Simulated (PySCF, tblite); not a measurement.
# C5H8BF3O: geometry, infrared bands and NMR shifts

Aim: predict the infrared bands and NMR shifts of C5H8BF3O (`C[C@@H](F)[C@@](C)(C=O)B(F)F`).

The runs use tblite 0.8.0 and PySCF 2.14.0, with density-fitted response routines of our own; the level of theory stands in each step. All values are computed, except where a source is named. Atoms count from 0, in the outputs and in this text.

## (1) The starting structure

18 atoms, charge 0, multiplicity 1; geometry from: force field or distance geometry start.

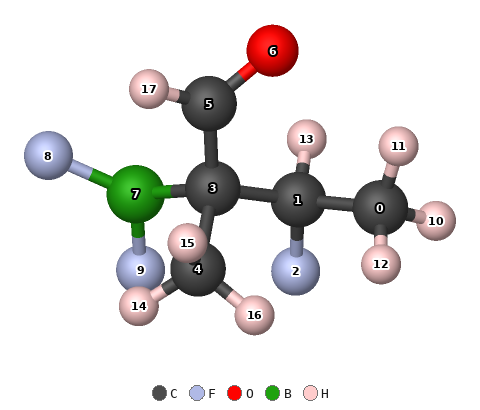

As it starts; carbon dark grey, fluorine light blue, oxygen red, boron green, hydrogen pink, atoms numbered.

## (2) Relaxing the molecule with GFN2-xTB

The job: settings as JSON, then the geometry in Å.

```
{"job": {"kind": "relax", "xc": "GFN2-xTB", "basis": "xTB"}, "charge": 0, "multiplicity": 1}
C      1.972400     0.276700     0.286800
C      0.873300    -0.214200    -0.617500
F      1.072800    -1.582200    -0.875100
C     -0.519100     0.081700    -0.170700
C     -0.760900    -0.564600     1.199300
C     -0.808800     1.529400    -0.156800
O      0.059600     2.354900    -0.492700
B     -1.490900    -0.686800    -1.156100
F     -2.877600    -0.262700    -1.324400
F     -1.174200    -2.090500    -1.374500
H      2.920500    -0.101800    -0.167000
H      2.070200     1.379500     0.324200
H      1.955500    -0.118800     1.320100
H      1.005700     0.290400    -1.602100
H     -1.533700    -1.347900     1.114200
H     -1.107500     0.234500     1.886700
H      0.139200    -1.024500     1.636100
H     -1.805300     1.853200     0.157900
```

On the command line:

```bash
$ OMP_NUM_THREADS=1 python probes_run.py task.json out
```

One launch serves the whole session: the jobs run in the order shown.

Log:

```text
step      E/eV     max force
  0    -933.57247    4.113
  1    -934.23911    4.766
  2    -934.48021    3.079
  3    -934.62366    1.051
  4    -934.68307    0.803
  5    -934.74619    0.489
  6    -934.76006    0.362
  7    -934.77277    0.281
  8    -934.78199    0.243
  9    -934.78998    0.252
 10    -934.79544    0.182
 11    -934.80041    0.222
 12    -934.80515    0.209
 13    -934.81013    0.215
 14    -934.81555    0.193
 15    -934.82140    0.200
 16    -934.82697    0.258
 17    -934.83152    0.212
 18    -934.83491    0.125
 19    -934.83725    0.124
 20    -934.83897    0.105
 21    -934.84058    0.111
 22    -934.84213    0.106
 23    -934.84360    0.102
 24    -934.84523    0.105
 25    -934.84739    0.119
 26    -934.85038    0.155
 27    -934.85407    0.160
 28    -934.85823    0.143
 29    -934.86281    0.151
 30    -934.86753    0.147
 31    -934.87183    0.132
 32    -934.87533    0.109
 33    -934.87780    0.101
 34    -934.87945    0.085
 35    -934.88100    0.093
 36    -934.88278    0.101
 37    -934.88356    0.370
 38    -934.88622    0.125
 39    -934.88831    0.127
 40    -934.89161    0.243
 41    -934.89471    0.251
 42    -934.89887    0.182
 43    -934.90389    0.194
 44    -934.91098    0.230
 45    -934.91929    0.269
 46    -934.91934    0.399
 47    -934.92920    0.295
 48    -934.93537    0.219
 49    -934.94256    0.170
 50    -934.94980    0.223
 51    -934.95701    0.265
 52    -934.96444    0.180
 53    -934.96077    0.432
 54    -934.97111    0.184
 55    -934.97363    0.185
 56    -934.97765    0.148
 57    -934.98159    0.147
 58    -934.98368    0.153
 59    -934.98649    0.146
 60    -934.99017    0.178
 61    -934.99443    0.168
 62    -934.99885    0.165
 63    -935.00244    0.230
 64    -935.00554    0.343
 65    -935.00903    0.169
 66    -935.01115    0.122
 67    -935.01302    0.088
 68    -935.01497    0.084
 69    -935.01674    0.086
 70    -935.01800    0.066
 71    -935.01894    0.133
 72    -935.01973    0.088
 73    -935.02054    0.121
 74    -935.02152    0.084
 75    -935.02275    0.065
 76    -935.02524    0.088
 77    -935.02737    0.104
 78    -935.03026    0.128
 79    -935.03308    0.095
 80    -935.03584    0.082
 81    -935.03823    0.093
 82    -935.03895    0.182
 83    -935.04017    0.093
 84    -935.04075    0.060
 85    -935.04157    0.059
 86    -935.04175    0.048
 87    -935.04195    0.033
 88    -935.04215    0.035
 89    -935.04236    0.044
 90    -935.04269    0.050
 91    -935.04303    0.047
 92    -935.04341    0.047
 93    -935.04393    0.053
 94    -935.04467    0.062
 95    -935.04550    0.059
 96    -935.04609    0.045
 97    -935.04639    0.036
 98    -935.04660    0.035
 99    -935.04684    0.034
100    -935.04708    0.030
101    -935.04728    0.032
102    -935.04744    0.037
103    -935.04761    0.041
104    -935.04785    0.046
105    -935.04818    0.042
106    -935.04871    0.049
107    -935.04895    0.040
108    -935.04923    0.037
109    -935.04941    0.030
110    -935.04953    0.030
111    -935.04959    0.019
112    -935.04962    0.024
113    -935.04965    0.014
114    -935.04971    0.017
115    -935.04978    0.026
116    -935.04992    0.032
117    -935.05007    0.039
118    -935.05020    0.036
119    -935.05028    0.024
120    -935.05034    0.013
121    -935.05039    0.015
122    -935.05045    0.018
123    -935.05049    0.020
124    -935.05055    0.021
125    -935.05063    0.022
126    -935.05071    0.021
127    -935.05080    0.020
128    -935.05087    0.017
129    -935.05094    0.015
130    -935.05099    0.014
131    -935.05102    0.010
132    -935.05104    0.007
```

Run time: 0.98 s. Hardware: 1 thread of Arm Neoverse V1, shared host; peak memory 0.18 GiB.

Step by step: (not every step is listed)

```csv
step,energy from step 0 (eV),largest force (eV/Å)
0,0.0000,4.1132
1,-0.6666,4.7664
2,-0.9077,3.0788
3,-1.0512,1.0507
4,-1.1106,0.8031
5,-1.1737,0.4893
6,-1.1876,0.3624
7,-1.2003,0.2806
8,-1.2095,0.2426
19,-1.2648,0.1243
30,-1.2951,0.1472
41,-1.3222,0.2514
52,-1.3920,0.1804
63,-1.4300,0.2296
74,-1.4491,0.0844
85,-1.4691,0.0593
96,-1.4736,0.0446
107,-1.4765,0.0404
118,-1.4777,0.0363
127,-1.4783,0.0199
128,-1.4784,0.0169
129,-1.4785,0.0153
130,-1.4785,0.0139
131,-1.4786,0.0102
132,-1.4786,0.0071
```

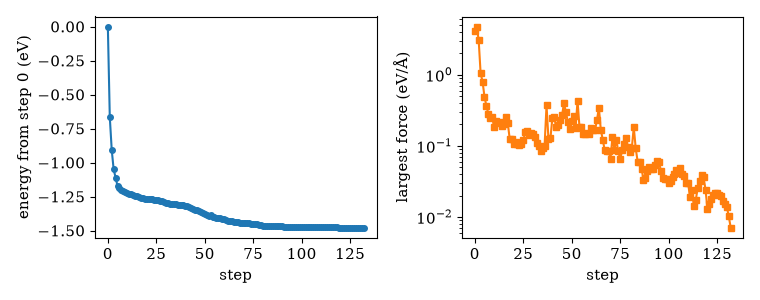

Energy and largest force along the relaxation.

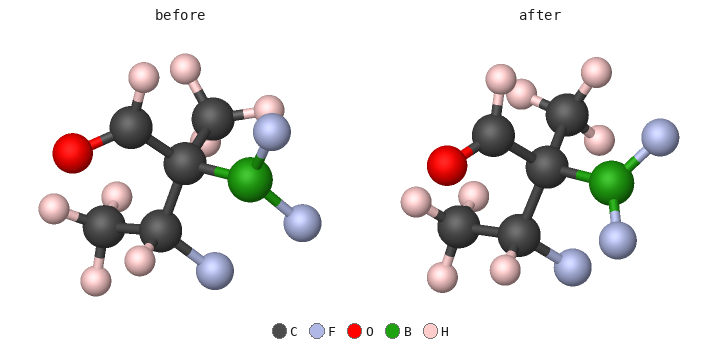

The geometry before (left) and after (right).

Distances of close pairs at the start and the end, largest changes first:

```
  bond  before (Å)  after (Å)  change (Å)
 B7–F9       1.455      1.308      -0.148
 B7–F8       1.460      1.313      -0.147
 C1–C3       1.492      1.547      +0.055
 C5–O6       1.244      1.197      -0.047
 C3–C5       1.476      1.516      +0.039
C0–H10       1.117      1.087      -0.030
 C3–B7       1.583      1.611      +0.027
C4–H15       1.110      1.087      -0.023
```

The final coordinates are the input of the step that follows.

## (3) Vibrational analysis with GFN2-xTB

The job: settings as JSON, then the geometry in Å.

```
{"job": {"kind": "ir", "xc": "GFN2-xTB", "basis": "xTB"}, "charge": 0, "multiplicity": 1}
C      2.003010     0.317674     0.344685
C      0.959308    -0.300868    -0.568961
F      1.152610    -1.673016    -0.597910
C     -0.505210    -0.037986    -0.145259
C     -0.784179    -0.480639     1.302317
C     -0.819107     1.437824    -0.291679
O     -0.234931     2.210162    -0.995665
B     -1.506265    -0.767638    -1.174481
F     -2.708225    -1.151496    -0.812512
F     -1.220573    -0.959876    -2.435948
H      2.992161     0.094518    -0.046709
H      1.871258     1.394604     0.374149
H      1.930032    -0.091646     1.348104
H      1.100792     0.044609    -1.600086
H     -1.853090    -0.479209     1.498015
H     -0.298105     0.184547     2.011106
H     -0.411571    -1.491160     1.449292
H     -1.676673     1.755915     0.329885
```

Log:

```text
mode    cm-1     km/mol
  1      33.7      0.29
  2      67.8      2.62
  3      74.8      7.96
  4     117.7      1.46
  5     169.3      1.85
  6     178.3      7.40
  7     189.7      0.93
  8     218.5      1.40
  9     268.1      6.27
 10     285.2      0.81
 11     309.2      2.26
 12     333.5      7.73
 13     426.8     18.65
 14     458.8     12.18
 15     523.9     44.43
 16     531.4     20.22
 17     628.8     13.87
 18     690.6      3.27
 19     830.8     28.81
 20     915.4      5.05
 21     934.1     18.89
 22     952.8     90.68
 23    1027.6      8.93
 24    1083.3     41.59
 25    1102.0     56.56
 26    1128.2     33.20
 27    1144.5     66.98
 28    1191.9     50.23
 29    1239.2    379.00
 30    1286.6     12.77
 31    1305.3     20.63
 32    1322.0    385.90
 33    1371.5     14.25
 34    1396.1     18.00
 35    1408.0      3.99
 36    1467.2      2.38
 37    1480.9     11.74
 38    1492.8     15.85
 39    1502.1      0.96
 40    1780.0    316.15
 41    2781.7     96.65
 42    2930.9     18.07
 43    3043.2     15.32
 44    3049.8     11.87
 45    3052.2      7.14
 46    3054.6     16.17
 47    3060.2     12.39
 48    3068.6     11.08
```

It took 0.65 s on 1 thread of Arm Neoverse V1, shared host; peak memory 0.18 GiB.

The strongest bands and the atoms that carry them (share of the mass-weighted mode):

```
cm⁻¹  km/mol                                 atoms
 953    90.7  H14 18 %, C5 15 %, C3 14 %, H16 14 %
1102    56.6            C1 25 %, H11 17 %, C0 11 %
1144    67.0                      C3 34 %, C1 13 %
1192    50.2                      C3 48 %, C1 16 %
1239   379.0             B7 57 %, F8 13 %, C3 11 %
1322   385.9                      B7 73 %, F9 16 %
1780   316.1                      C5 58 %, O6 40 %
2782    96.7                              H17 94 %
```

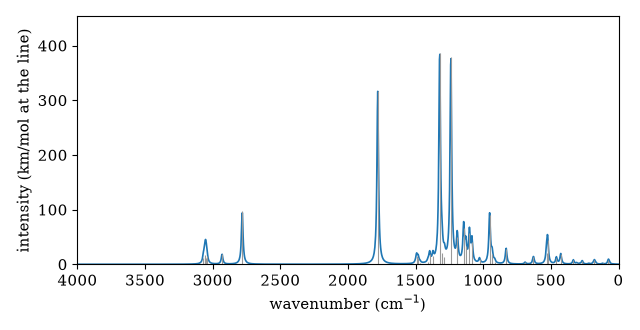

The infrared spectrum from these modes, unscaled. Lines are broadened to a width of 14 cm⁻¹ (Lorentzian).

## (4) Nuclear shieldings: PBE0/pcSseg-1

Settings changed since step 3:

```diff
@@ -1,2 +1,2 @@
-{"job": {"kind": "ir", "xc": "GFN2-xTB", "basis": "xTB"}, "charge": 0, "multiplicity": 1}
+{"job": {"kind": "nmr", "xc": "PBE0", "basis": "pcSseg-1"}, "charge": 0, "multiplicity": 1}
 C      2.003010     0.317674     0.344685
```

With the program's defaults for keys left out, this is: GIAO PBE0/pcSseg-1 NMR shielding, non-relativistic, gas phase.

Log:

```text
coarse grid: 15824 points
cycle   1  E = -594.0979613741  dE =  1.317e+00  |g| = 1.055e+00  |ddm| = 3.699e+00
cycle   2  E = -593.6082294337  dE =  4.897e-01  |g| = 1.956e+00  |ddm| = 2.502e+00
cycle   3  E = -594.2839975389  dE = -6.758e-01  |g| = 2.784e-01  |ddm| = 1.992e+00
cycle   4  E = -594.2983931022  dE = -1.440e-02  |g| = 7.967e-02  |ddm| = 2.604e-01
cycle   5  E = -594.2993348127  dE = -9.417e-04  |g| = 2.175e-02  |ddm| = 6.581e-02
cycle   6  E = -594.2994263529  dE = -9.154e-05  |g| = 6.501e-03  |ddm| = 2.106e-02
cycle   7  E = -594.2994342651  dE = -7.912e-06  |g| = 1.519e-03  |ddm| = 5.682e-03
final grid: 156248 points
cycle   8  E = -594.3861080575  dE = -7.552e-05  |g| = 1.423e-02  |ddm| = 3.746e-02
cycle   9  E = -594.3860142514  dE =  9.381e-05  |g| = 2.653e-02  |ddm| = 3.247e-02
cycle  10  E = -594.3861468614  dE = -1.326e-04  |g| = 2.901e-03  |ddm| = 2.225e-02
cycle  11  E = -594.3861485240  dE = -1.663e-06  |g| = 4.233e-04  |ddm| = 2.141e-03
cycle  12  E = -594.3861485493  dE = -2.531e-08  |g| = 1.887e-04  |ddm| = 4.694e-04
cycle  13  E = -594.3861485546  dE = -5.256e-09  |g| = 4.228e-05  |ddm| = 1.471e-04
cycle  14  E = -594.3861485549  dE = -3.286e-10  |g| = 9.043e-06  |ddm| = 5.195e-05
converged SCF energy = -594.3861485549

GIAO shielding tensors (ppm)
atom      isotropic    diamagn.    paramagn.     s11        s22        s33       span
  0 C      169.841     249.343     -79.501    155.066    167.564    186.893     31.827
  1 C       92.572     244.025    -151.454     60.720     73.364    143.630     82.909
  2 F      392.951     476.090     -83.139    330.469    395.827    452.558    122.089
  3 C      127.444     260.270    -132.826     84.374    132.204    165.753     81.379
  4 C      176.481     248.610     -72.129    166.233    178.247    184.965     18.732
  5 C      -20.033     248.621    -268.654   -108.800    -33.496     82.199    190.999
  6 O     -372.657     400.835    -773.491  -1041.679   -447.252    370.960   1412.639
  7 B       75.464     195.242    -119.778     60.620     78.927     86.844     26.224
  8 F      234.023     468.069    -234.045     50.558    277.838    373.674    323.115
  9 F      241.654     468.401    -226.747     60.692    287.586    376.683    315.991
 10 H       30.142      28.581       1.560     26.053     27.319     37.053     11.000
 11 H       30.740      30.759      -0.019     26.175     29.594     36.451     10.276
 12 H       30.538      30.987      -0.449     25.645     31.015     34.955      9.309
 13 H       25.881      32.189      -6.308     24.253     25.153     28.238      3.985
 14 H       29.902      31.017      -1.116     24.586     28.894     36.225     11.639
 15 H       30.518      31.634      -1.116     25.019     29.756     36.778     11.759
 16 H       30.091      31.141      -1.050     25.904     29.211     35.158      9.254
 17 H       21.939      29.529      -7.590     19.188     20.387     26.242      7.054
```

It took 55 s on 1 thread of Arm Neoverse V1, shared host; peak memory 0.93 GiB.

The references, computed at this level on geometries of the same kind, shield at (ppm): ¹H TMS 31.72, ¹³C TMS 186.9, ¹⁹F CFCl3 170.9, ¹⁷O H2O 336.1, ¹¹B BF3·OEt2 100.1. Their shielding less the atom's gives the shift. The references are single molecules in the gas phase, so shifts against H2O, NH3, PH3, H3PO4 or CFCl3 are not on the usual liquid scales and can be off by tens of ppm. Atoms listed in one row are averaged.

```
        atoms                                                environment  σ (ppm)  δ (ppm)  δ scaled to CDCl3
           C5                                   aldehyde carbonyl carbon    -20.0    207.0              200.1
           C1                                         sp3 CH bonded to F     92.6     94.4               90.2
           C3  fully substituted sp3 carbon bonded to B, α to a carbonyl    127.4     59.5               56.1
           C0                                              methyl carbon    169.8     17.1               14.8
           C4                                              methyl carbon    176.5     10.4                8.3
          H17                    hydrogen on an aldehyde carbonyl carbon    21.94     9.78               9.32
          H13                          hydrogen on an sp3 CH bonded to F    25.88     5.84               5.61
H14, H15, H16                                hydrogen on a methyl carbon    30.17     1.55               1.56
H10, H11, H12                                hydrogen on a methyl carbon    30.47     1.24               1.28
       F8, F9                                       fluorine bonded to B    237.8    -66.9                  –
           F2                                  fluorine on an sp3 carbon    393.0   -222.0                  –
           O6                                            aldehyde oxygen   -372.7    708.7                  –
           B7                                     boron bonded to C, 2 F     75.5     24.6                  –
```

The scaled column applies a straight-line fit of computed shieldings to shifts measured in CDCl3, and one for carbons that bear F (root-mean-square error 0.16 ppm for H, 1.9 ppm for C).

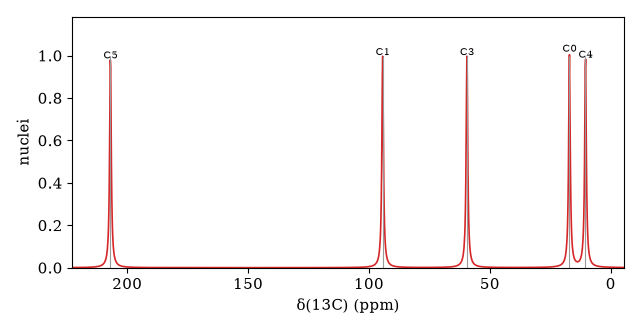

¹³C lines at the computed shifts, without couplings. Lines are broadened to a width of 0.79 ppm (Lorentzian).

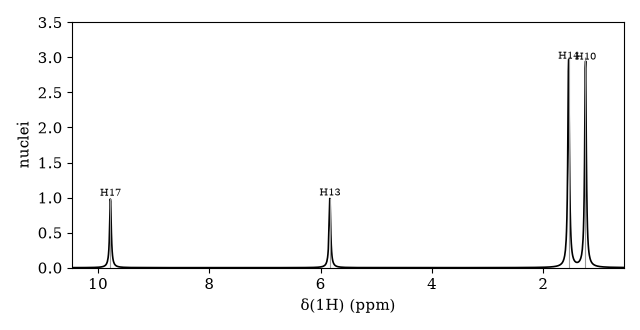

¹H lines at the computed shifts, without couplings. Lines are broadened to a width of 0.03 ppm (Lorentzian).

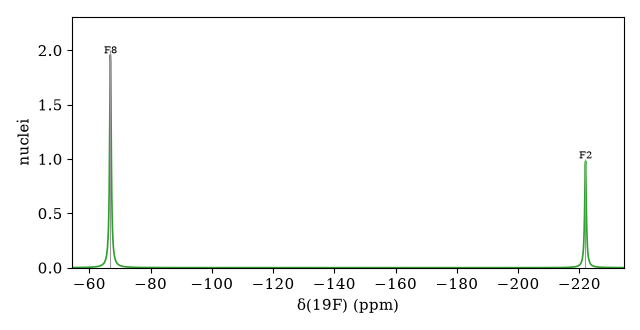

¹⁹F lines at the computed shifts, without couplings. Lines are broadened to a width of 0.62 ppm (Lorentzian).

The run also stored atomic charges by several schemes (e):

| atoms | Mulliken | IAO | Hirshfeld | ESP fit |
| --- | --- | --- | --- | --- |
| C0 | -0.24 | -0.44 | -0.13 | -0.55 |
| C1 | 0.22 | 0.19 | 0.06 | 0.54 |
| F2 | -0.34 | -0.33 | -0.11 | -0.32 |
| C3 | -0.74 | -0.21 | -0.07 | -0.07 |
| C4 | -0.19 | -0.42 | -0.12 | -0.50 |
| C5 | 0.32 | 0.27 | 0.14 | 0.38 |
| O6 | -0.34 | -0.38 | -0.20 | -0.45 |
| B7 | 0.84 | 0.74 | 0.32 | 0.68 |
| F8, F9 | -0.27 | -0.30 | -0.12 | -0.29 |

ESP fit charges:

C0 -0.55; C1 0.54; F2 -0.32; C3 -0.07; C4 -0.50; C5 0.38; O6 -0.45; B7 0.68; F8 -0.28; F9 -0.29; H10 0.15; H11 0.16; H12 0.14; H13 -0.03; H14 0.13; H15 0.14; H16 0.16; H17 0.02

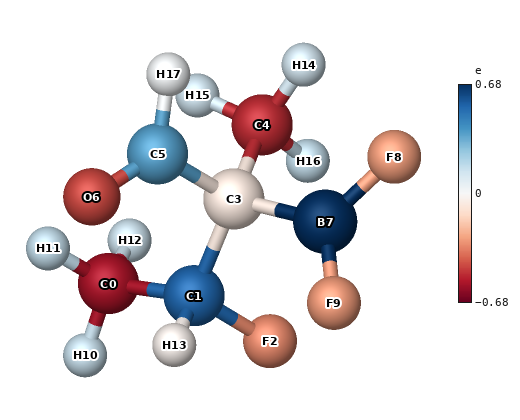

ESP fit charges, as colours on the atoms.

Mayer bond orders: C0–C1 1.05, C1–F2 0.85, C1–C3 0.96, C3–C4 1.00, C3–C5 0.93, C5–O6 2.02, C3–B7 0.84, B7–F8 1.14, B7–F9 1.15.

The fields below are evaluated on a grid from the run's orbitals.

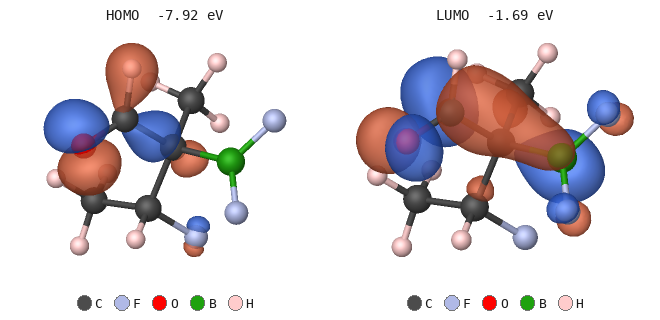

Frontier orbitals at PBE0/pcSseg-1; each surface holds 70 % of the orbital's density, blue and red mark the sign.

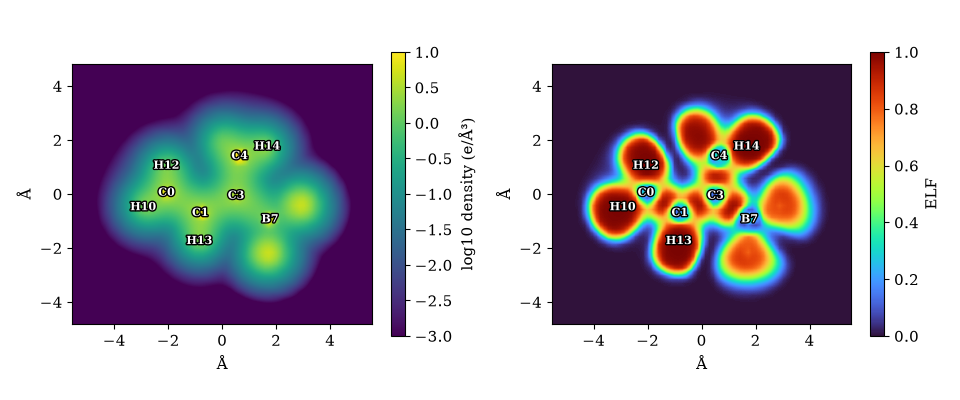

Density (left) and ELF (right) in a plane through or near 9 of the atoms.

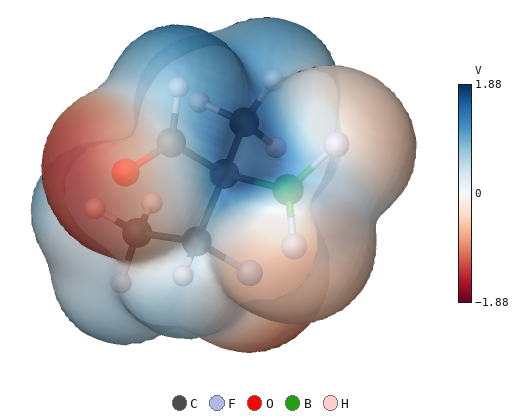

Electrostatic potential on the surface of density 0.002 e/bohr³; red is low, blue high. It runs from -1.22 V near O6 to 1.88 V near B7.

## (5) Outcome

| quantity | value |
| --- | --- |
| strongest single infrared mode (GFN2-xTB) | 1322 cm⁻¹, 386 km/mol |
| zero-point energy (GFN2-xTB) | 81.4 kcal/mol |
| ¹³C shifts against TMS (PBE0/pcSseg-1) | 207.0, 94.4, 59.5, 17.1, 10.4 ppm |
| ¹H shifts against TMS (PBE0/pcSseg-1, means over atoms taken as alike) | 9.78, 5.84, 1.55, 1.24 ppm |
| ¹⁹F shifts against CFCl3 (PBE0/pcSseg-1, means over atoms taken as alike) | -66.9, -222.0 ppm |
| ¹⁷O shifts against H2O (PBE0/pcSseg-1) | 708.7 ppm |
| ¹¹B shifts against BF3·OEt2 (PBE0/pcSseg-1) | 24.6 ppm |
| surface potential, least and greatest | -1.22 V and 1.88 V |

**Reading.** The optimisation took 132 steps and gained 1.479 eV; among the close pairs (by a distance rule), B7–F9 changed most, from 1.455 to 1.308 Å. No mode is imaginary among the 48: a minimum at this level. The strongest single mode, at 1322 cm⁻¹, moves mainly B7. Unscaled tight-binding wavenumbers are off by several per cent, some by more. Its intensities can rank the bands wrongly. The most deshielded carbon is C5 (aldehyde carbonyl carbon), at 207.0 ppm: low-lying n→π* states of the double bond to the heteroatom give a large paramagnetic term (-269 ppm). H17 (hydrogen on an aldehyde carbonyl carbon) lies farthest downfield among hydrogen, at 9.78 ppm; the C=O anisotropy and electron withdrawal place aldehyde protons far downfield. At PBE0/pcSseg-1: The widest tensor belongs to O6: span 1413 ppm, with a paramagnetic part of -773 ppm. By nearest atom (PBE0/pcSseg-1), the HOMO sits on O6 58 %; H17 14 % and the LUMO on C5 31 %; O6 25 %.
